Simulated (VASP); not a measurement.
Band structure of GaN (relaxed from the wurtzite structure, space group P6_3mc). Calculation: PBE GGA, VASP's PBE PAW potentials (set 64) (plane waves; VASP).

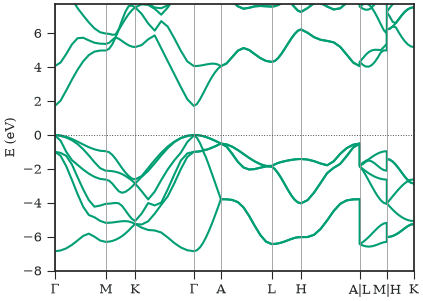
Bands along high-symmetry lines, zero at the valence-band maximum or, without a gap, the Fermi level

**Question.** Read the plot: is there a gap, and where are the band edges?

**Answer.** The gap is direct, 1.71 eV, from the valence maximum at Γ to the conduction minimum at Γ. (Edges off the drawn lines would not show.)

The structure was generated: GaN was put into the wurtzite type (P6_3mc), which need not be its known phase. It was relaxed first, which changed the volume by +6 %.
